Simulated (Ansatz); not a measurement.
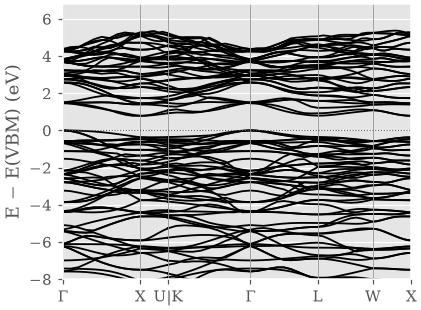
Fig. 1. Band structure from r²SCAN (plane waves, PAW; program Ansatz)

The gap is 0.78 eV; an edge lies off the plotted path or next to a special point (maximum at Γ, minimum on the Γ–X line, 95 % of the way from Γ).

### Question
Pick the material that matches.
(A) C, Fd-3m (C on 32e)
(B) Si, Fd-3m (Si on 8a, Si on 32e, Si on 96g)
(C) GaP, zinc blende
(D) BeS, rock salt

### Answer
B, Si, Fd-3m (Si on 8a, Si on 32e, Si on 96g)

The workflow started from a Materials Project entry (that database holds measured and hypothetical structures alike). Its sites differ from those of the usual phase in this space group: another stacking or structure type. Symmetry was held in the r²SCAN relaxation; whether a distortion lowers the energy is not shown.

Potentials: the earlier of the program's two PAW sets.
